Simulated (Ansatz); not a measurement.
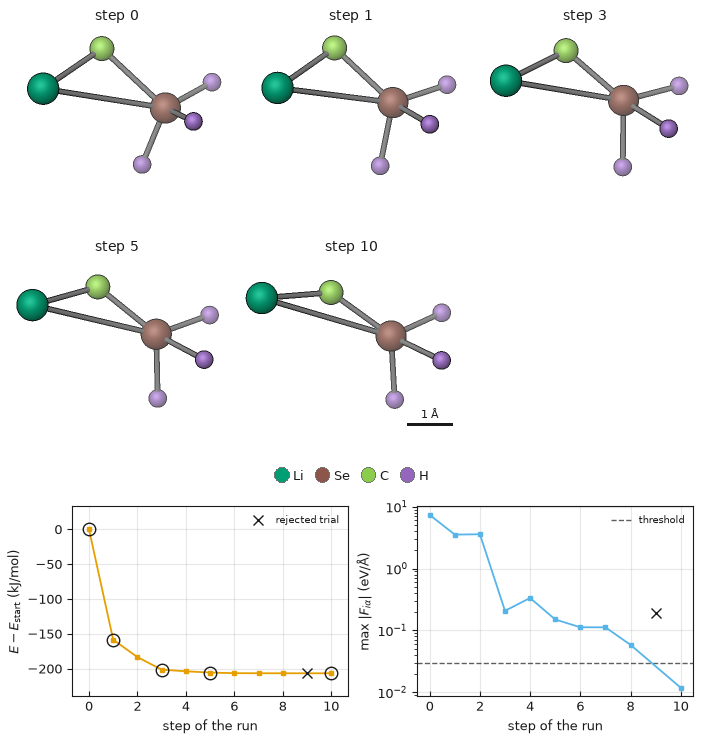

Frames of a relaxation of CH$_{3}$LiSe, marked on the history of the run. A ball-and-stick model, seen at a tilt.

It is one of the separated reactants of a reaction.

These are results of RKS PBE-D4/def2-SVP (Ansatz 0.2.0), not measurements.

The input:
```yaml
crystal:
  periodic: [false, false, false]
  atoms:
    - {symbol: Li, position_ang: [-0.957619, -2.120221, 0.852121]}
    - {symbol: Se, position_ang: [0.331565, 0.546920, -0.176265]}
    - {symbol: C, position_ang: [-1.315120, -0.521449, -0.346637]}
    - {symbol: H, position_ang: [1.532920, -0.226550, -0.664722]}
    - {symbol: H, position_ang: [0.164990, 1.776439, -1.036868]}
    - {symbol: H, position_ang: [0.550454, 0.982676, 1.252828]}
basis:
  gaussian: {orbitals: def2-SVP}
hamiltonian: {xc: pbe, dispersion: d4}
relax: {f_tol: 0.03, max_steps: 250}
```

Run as
```bash
ansatz run in.yaml --threads 2 --pin off --events-out ev --progress --plain --max-ram 4352MiB
```

### Describe the path.

After 9 accepted moves (10 points after the start) the energy has fallen by 206.6 kJ/mol. The largest force component goes from 7.4 to 0.012 eV/Å. The line search rejected the trial step at point 9 of the run. The largest move after the best rigid fit is that of Li1, 0.60 Å. Largest moves by element: Li 0.60 Å, H 0.44 Å, C 0.38 Å, Se 0.21 Å. Near-neighbour distances that change, for instance: Se2–C3 1.970 → 1.704 Å, Li1–C3 2.030 → 1.853 Å, Li1–Se2 3.136 → 3.310 Å, Se2–H4 1.510 → 1.625 Å. Bond angles that change, for instance: Li1–C3–Se2 103.2° → 137.0°, H4–Se2–H6 109.8° → 87.7°, H4–Se2–H5 108.7° → 88.7°. From step 0 to 1: Se2 moves most (0.19 Å), energy −158.4 kJ/mol. From step 1 to 3: Li1 moves most (0.21 Å), energy −43.0 kJ/mol. From step 3 to 5: Li1 moves most (0.20 Å), energy −4.19 kJ/mol. From step 5 to 10: Li1 moves most (0.19 Å), energy −1.04 kJ/mol.
